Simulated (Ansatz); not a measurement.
Input file:

```
crystal:
  periodic: [false, false, false]
  atoms:
    - {symbol: C, position_ang: [-1.661659, 0.301920, -0.625969]}
    - {symbol: C, position_ang: [-0.400608, 2.689599, -0.188886]}
    - {symbol: B, position_ang: [-0.956577, 1.361472, 0.305967]}
    - {symbol: Zn, position_ang: [-1.997994, 3.837961, 0.099020]}
    - {symbol: H, position_ang: [-2.645923, -0.009272, -0.232398]}
    - {symbol: H, position_ang: [-1.780644, 0.611609, -1.677321]}
    - {symbol: H, position_ang: [-1.048397, -0.619876, -0.617684]}
    - {symbol: H, position_ang: [-0.903627, 1.116607, 1.497820]}
    - {symbol: H, position_ang: [0.365229, 3.186846, 0.429040]}
    - {symbol: H, position_ang: [-0.186845, 2.787851, -1.266896]}
    - {symbol: H, position_ang: [-3.190858, 4.804579, 0.287726]}
basis:
  gaussian:
    orbitals: def2-TZVPD
hamiltonian:
  xc: pbe0
output: {forces: true, orbitals: {seedname: orbitals}}
```

Launched as:

```sh
ansatz run input.yaml --threads 2 --pin off --max-ram 4350MiB --events-out events.jsonl --progress --plain --runs-dir runs
```

Geometry: B3LYP-D3(BJ)/def2-SVP.

These are results of isolated molecule in a Gaussian basis; Kohn-Sham density functional theory, functional PBE0 (Ansatz 0.2.0), not measurements.

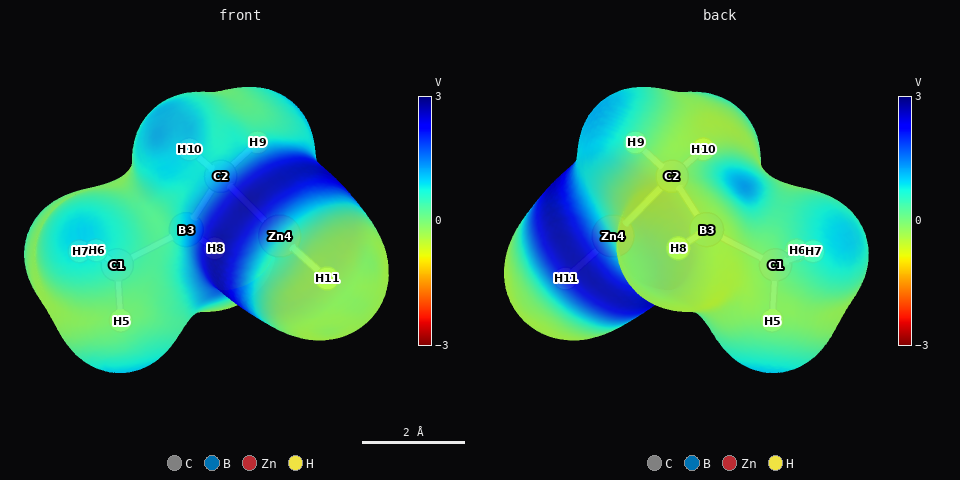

C₂H₇BZn (SMILES CB[CH2][ZnH]). The molecular electrostatic potential painted on the density surface at 0.004 e/bohr³, seen from the front and from behind; red is negative and blue positive.

Where is the surface potential most negative and most positive?

Answer. The most negative region (about −0.5 V) lies over C2 and H8, the most positive (about +2.7 V) over Zn4.
